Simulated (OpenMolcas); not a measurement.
# One shape, several levels: CH5OSi (SMILES [CH2][SiH2]O)

Aim: a comparison of 6 runs (UHF/STO-3G, UHF/3-21G, UB3LYP/6-31G*, UBHLYP/def2-SVPD, UPBE/def2-SVPD, UTPSS/def2-SVPD) of CH5OSi. 

The results are computed with OpenMolcas 26.06.

### Step 1. The system as given

The species is CH5OSi (8 atoms), meant as a doublet with charge 0. As SMILES, `[CH2][SiH2]O`. The coordinates come from a PBE0-D4/def2-TZVP relaxation. This is one conformer, not always the lowest.

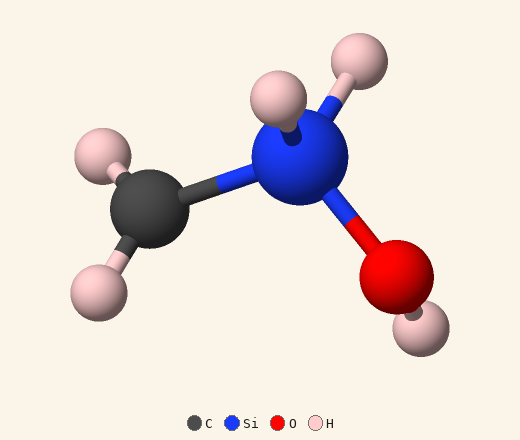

Viewed from a chosen angle; carbon dark grey, silicon blue, oxygen red, hydrogen pink.

### Step 2. Energy and gradient at UHF/STO-3G (run 1)

File test.inp:

```
>>> EXPORT MOLCAS_PRINT=2

&GATEWAY
 BASLIB=$CurrDir
 COORD
 8
 angstrom
 C       -0.861500       0.517800      -0.791400
 Si       0.654000      -0.005200       0.111100
 O        0.302800      -0.724400       1.554400
 H       -0.970800       0.416800      -1.867000
 H       -1.703100       0.991500      -0.293300
 H        1.495600       1.161100       0.480600
 H        1.431000      -0.912300      -0.779800
 H       -0.255800      -1.502300       1.529400
 BASIS=STO-3G
 GROUP=NoSym

&SEWARD

&SCF
 UHF
 SPIN=2
 THRESHOLDS=1e-10 1e-07 1e-07 1e-05
 PRORBITALS=1 2

&ALASKA
```

The basis set STO-3G is read from a file made from the Basis Set Exchange's data (not shown).

On the command line:

```console
$ export MOLCAS_MEM=1860
$ pymolcas test.inp > test.log
```

What it wrote:

```text
--- Start Module: gateway ---
[...]
--- Stop Module: gateway /rc=_RC_ALL_IS_WELL_ ---
[...]
      Basis functions           24
[...]
--- Start Module: scf ---
[...]
       Convergence after  14 Iterations
[...]
::    Total SCF energy                               -399.7184403978
[...]
      Total spin, S                                     0.5082004673
[...]
      Total electronic charge=   33.000000
      Total            charge=   -0.000000
[...]
      Dipole Moment (debye):
      Origin of the operator (angstrom)=    0.2098   -0.0879    0.2874
                   X= -6.3775E-01               Y= -5.6880E-01               Z= -1.0424E+00           Total=  1.3479E+00
      Quadrupole Moment (debye*angstrom):
[...]
 *              Molecular gradients               *
 **************************************************
  Irreducible representation: a
 ------------------------------------------------------------------------------------------
                              X                       Y                       Z
 ------------------------------------------------------------------------------------------
  C1                4.50898129381105E-03   -2.33197511855376E-03    1.59095428929490E-03
  SI2              -3.36045126977300E-02   -4.75250133378058E-03    2.41304183993387E-02
  O3               -1.83696643499212E-02   -2.16156531419616E-02   -2.58434419186244E-02
  H4               -4.59340317395585E-04   -5.53741513166672E-04   -5.00303120836199E-03
  H5               -3.95805492852697E-03    2.13814050244832E-03    2.90332026537010E-03
  H6                1.82969157992150E-02    2.46449451475996E-02    9.06560773620257E-03
  H7                1.64855936714918E-02   -1.97194571702184E-02   -1.98915460067108E-02
  H8                1.71000815290694E-02    2.21902426276386E-02    1.30477184435395E-02
[...]
```

It took 3.9 s on 1 thread of AMD EPYC 7R43 (Zen 3), shared host; peak memory 0.37 GiB.

### Step 3. Energy and forces at UHF/3-21G (run 2)

File test.inp:

```
&gateway
  baslib
  $CurrDir
  coord
  8
  angstrom
  C       -0.861500       0.517800      -0.791400
  Si       0.654000      -0.005200       0.111100
  O        0.302800      -0.724400       1.554400
  H       -0.970800       0.416800      -1.867000
  H       -1.703100       0.991500      -0.293300
  H        1.495600       1.161100       0.480600
  H        1.431000      -0.912300      -0.779800
  H       -0.255800      -1.502300       1.529400
  basis
  3-21G
  group
  NoSym

&seward

&scf
  uhf
  spin
  2
  thresholds
  1e-10 1e-07 1e-07 1e-05
  prorbitals
  0

&alaska
```

The basis set 3-21G is read from a file made from the Basis Set Exchange's data (not shown).

On the command line:

```console
$ export MOLCAS_MEM=1860
$ pymolcas test.inp > test.log
```

What it wrote:

```text
--- Start Module: gateway ---
[...]
--- Stop Module: gateway /rc=_RC_ALL_IS_WELL_ ---
[...]
      Basis functions           41
[...]
--- Start Module: scf ---
[...]
       Convergence after  15 Iterations
[...]
::    Total SCF energy                               -402.3942374555
[...]
      Total spin, S                                     0.5054362473
[...]
      Total electronic charge=   33.000000
      Total            charge=   -0.000000
[...]
      Dipole Moment (debye):
      Origin of the operator (angstrom)=    0.2098   -0.0879    0.2874
                   X= -1.5006E+00               Y= -8.7118E-01               Z= -1.4603E+00           Total=  2.2679E+00
      Quadrupole Moment (debye*angstrom):
[...]
 *              Molecular gradients               *
 **************************************************
  Irreducible representation: a
 ------------------------------------------------------------------------------------------
                              X                       Y                       Z
 ------------------------------------------------------------------------------------------
  C1                2.02910059007264E-02   -7.47918801136693E-03    1.32265798630975E-02
  SI2              -2.61831879347074E-02   -1.40092906983362E-02    9.38477852332387E-03
  O3                6.36219266966520E-03    1.21861438780160E-02   -1.24778492862809E-02
  H4               -6.90822532753210E-04   -4.03163536596696E-04   -5.92549095780504E-03
  H5               -4.96654476644887E-03    2.52535128119113E-03    3.07693937035136E-03
  H6                7.99331862125996E-04    5.82434425568490E-04    2.54292963176339E-03
  H7                6.42487004447911E-04   -4.19840171025587E-04    8.81084614012373E-04
  H8                3.74553779693221E-03    7.01755283255157E-03   -1.07089717584765E-02
[...]
```

Wall time 4.5 s (1 thread of AMD EPYC 7R43 (Zen 3), shared host); peak memory 0.37 GiB.

Runs 3 to 5 aren't shown in full; the table further down has their settings and results.

### Step 4. The energy at UTPSS/def2-SVPD (run 6)

File struct.xyz:

```xyz
8

C     -0.861500     0.517800    -0.791400
Si     0.654000    -0.005200     0.111100
O      0.302800    -0.724400     1.554400
H     -0.970800     0.416800    -1.867000
H     -1.703100     0.991500    -0.293300
H      1.495600     1.161100     0.480600
H      1.431000    -0.912300    -0.779800
H     -0.255800    -1.502300     1.529400
```

File job.inp:

```
&GATEWAY
  BasLib=$CurrDir
  Coord=struct.xyz
  Basis=def2-SVPD
  Group=NoSym

&SEWARD
  GridInput
  Grid=UltraFine
  End of Grid

&SCF
  UHF
  Spin=2
  KSDFT=2
  1.0 MGGA_X_TPSS
  1.0 MGGA_C_TPSS
  Thresholds=1e-10 1e-07 1e-07 1e-05
  PrOrbitals=0
```

The basis set def2-SVPD is read from a file made from the Basis Set Exchange's data (not shown).

On the command line:

```console
$ export MOLCAS_MEM=1860
$ pymolcas job.inp > job.log
```

What it wrote:

```text
--- Start Module: gateway ---
[...]
--- Stop Module: gateway /rc=_RC_ALL_IS_WELL_ ---
--- Start Module: seward ---
[...]
      Basis functions          107
--- Stop Module: seward /rc=_RC_ALL_IS_WELL_ ---
[...]
--- Start Module: scf ---
[...]
       Convergence after  15 Iterations
[...]
::    Total KS-DFT energy                            -405.6819911118
[...]
      Total spin, S                                     0.5021932463
[...]
      Total electronic charge=   33.000000
      Total            charge=   -0.000000
[...]
      Dipole Moment (debye):
      Origin of the operator (angstrom)=    0.2098   -0.0879    0.2874
                   X= -1.2435E+00               Y= -6.2673E-01               Z= -8.9906E-01           Total=  1.6576E+00
      Quadrupole Moment (debye*angstrom):
[...]
--- Stop Module: scf /rc=_RC_ALL_IS_WELL_ ---
[...]
```

Wall time 1.8 min (1 thread of AMD EPYC 7R43 (Zen 3), shared host); peak memory 0.62 GiB.

### Step 5. All runs side by side

```tsv
run	level	Cartesian functions	integration grid	energy (Eh)	dipole moment (D)	HOMO energy (eV)	LUMO energy (eV)	wall time
1	UHF/STO-3G	no	–	-399.718440	1.35	-9.06	8.24	3.9 s
2	UHF/3-21G	no	–	-402.394237	2.27	-10.66	2.43	4.5 s
3	UB3LYP/6-31G* (Cartesian functions)	yes	UltraFine	-405.802784	1.91	-6.54	-2.49	41 s
4	UBHLYP/def2-SVPD	no	UltraFine	-405.578834	1.79	-8.35	-1.47	95 s
5	UPBE/def2-SVPD	no	UltraFine	-405.343029	1.64	-5.81	-3.76	94 s
6	UTPSS/def2-SVPD	no	UltraFine	-405.681991	1.66	-5.93	-3.40	1.8 min
```

### Step 6. What came out

| quantity | value |
| --- | --- |
| run 6: total energy | -405.68199 Eh |
| run 6: dipole moment | 1.66 D |
| run 6: HOMO energy (highest over α and β) | -5.93 eV |
| run 6: LUMO energy (lowest over α and β) | -3.40 eV |
| run 6: ⟨S²⟩ | 0.754 |

What this shows: The dipole moment (its size) runs from 1.35 D (UHF/STO-3G) to 2.27 D (UHF/3-21G). Totals of different functionals can't be ranked against each other. In run 1 the basis is minimal, so the values are rough. All runs together took 5.8 min, the longest 1.8 min.
